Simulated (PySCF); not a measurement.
# C2H7InSi (SMILES C=[C]([SiH3])[InH2]): CAM-B3LYP/def2-SVP (core potential)

What is the vertical ionisation energy of C2H7InSi at CAM-B3LYP/def2-SVP (core potential)? The job is set up through a Python script.

Program for the calculation: PySCF 2.14.0.

8 further runs of the same task are left out: 6 that didn't finish, 2 set aside as unsound or not needed.

## (1) The structure to begin with

The species is C2H7InSi (11 atoms), meant as a singlet with charge 0. SMILES: `C=[C]([SiH3])[InH2]`. The shape comes from GFN2-xTB, which is rough for such elements, and wasn't checked as a minimum.

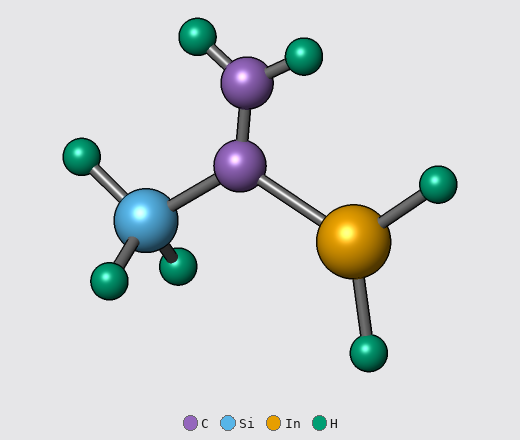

The structure, seen from a chosen angle (carbon purple, silicon blue, indium amber, hydrogen teal).

## (2) A single-point energy at CAM-B3LYP/def2-SVP (core potential)

job.py

```python
# C=[C]([SiH3])[InH2]
from pyscf import gto, dft

system = gto.M(
    atom=[
    ('C', (-0.539020, 1.539920, 0.145530)),
    ('C', (-0.113240, 0.288480, 0.080990)),
    ('Si', (-0.046230, -0.948440, 1.501050)),
    ('In', (0.568050, -0.308640, -1.947460)),
    ('H', (-0.541910, 2.192320, -0.728750)),
    ('H', (-0.909740, 1.990940, 1.059440)),
    ('H', (1.364200, -1.300360, 1.727120)),
    ('H', (-0.814460, -2.137690, 1.097500)),
    ('H', (-0.623410, -0.354050, 2.711280)),
    ('H', (0.462920, 0.920180, -3.208930)),
    ('H', (1.192850, -1.882650, -2.437770)),
],
    ecp={'In': 'def2-svp'},
    basis='def2-svp',
    max_memory=40,
    verbose=3,
    spin=0,
)

myscf = dft.RKS(system)
myscf.xc = 'cam-b3lyp'
myscf.max_cycle = 60
myscf.direct_scf_tol = 1e-08
myscf.conv_tol = 1e-08
myscf.grids.level = 4
myscf.kernel()

e_final = myscf.e_tot
print('E(%s) = %.9f' % ('CAM-B3LYP', e_final))
```

Run with:

```console
OMP_NUM_THREADS=1 python job.py
```

The log of the run:

```text
converged SCF energy = -559.748938720066
E(CAM-B3LYP) = -559.748938720
```

Wall time 2 min (1 thread of Arm Neoverse V2, shared host); peak memory 0.14 GiB.

## (3) The doublet cation at the same level

run.py

```python
from pyscf import gto, dft

molecule = gto.Mole()
molecule.atom = '''
C       -0.539020       1.539920       0.145530
C       -0.113240       0.288480       0.080990
Si      -0.046230      -0.948440       1.501050
In       0.568050      -0.308640      -1.947460
H       -0.541910       2.192320      -0.728750
H       -0.909740       1.990940       1.059440
H        1.364200      -1.300360       1.727120
H       -0.814460      -2.137690       1.097500
H       -0.623410      -0.354050       2.711280
H        0.462920       0.920180      -3.208930
H        1.192850      -1.882650      -2.437770
'''
molecule.max_memory = 40
molecule.spin = 1
molecule.basis = 'def2-svp'
molecule.charge = 1
molecule.ecp = {'In': 'def2-svp'}
molecule.verbose = 3
molecule.build()

myscf = dft.UKS(molecule)
myscf.xc = 'cam-b3lyp'
myscf.direct_scf_tol = 1e-08
myscf.grids.level = 4
myscf.max_cycle = 60
myscf.conv_tol = 1e-08
myscf.kernel()

e_tot = myscf.e_tot
print(f'total energy: {e_tot:.8f} hartree')
```

Run with:

```console
OMP_NUM_THREADS=1 python run.py
```

The log of the run:

```text
converged SCF energy = -559.416710288362  <S^2> = 0.75994849  2S+1 = 2.0099239
total energy: -559.41671029 hartree
```

Run time: 2.2 min. Hardware: 1 thread of Arm Neoverse V2, shared host; peak memory 0.14 GiB.

## (4) Results

At CAM-B3LYP/def2-SVP (core potential):

| quantity | value |
| --- | --- |
| singlet C2H7InSi: total energy | -559.74894 Eh |
| singlet C2H7InSi: dipole moment | 0.58 D |
| singlet C2H7InSi: HOMO energy | -8.37 eV |
| singlet C2H7InSi: LUMO energy | -0.90 eV |
| singlet C2H7InSi: HOMO–LUMO gap | 7.46 eV |
| doublet cation: total energy | -559.41671 Eh |
| doublet cation: HOMO energy (highest over α and β) | -14.15 eV |
| doublet cation: LUMO energy (lowest over α and β) | -9.73 eV |
| doublet cation: ⟨S²⟩ | 0.760 |
| vertical ionisation energy (to the doublet cation) | 9.040 eV |

Removing an electron at fixed nuclei costs 9.04 eV (208 kcal/mol). The negative HOMO energy of the first species, 8.37 eV, lies 0.67 eV below that difference. Mulliken charges (singlet C2H7InSi) run from -0.38 on C2 to +0.48 on Si3; they depend strongly on the basis. Mulliken charges (doublet cation) run from -0.34 on C2 to +0.58 on In4; they depend strongly on the basis.
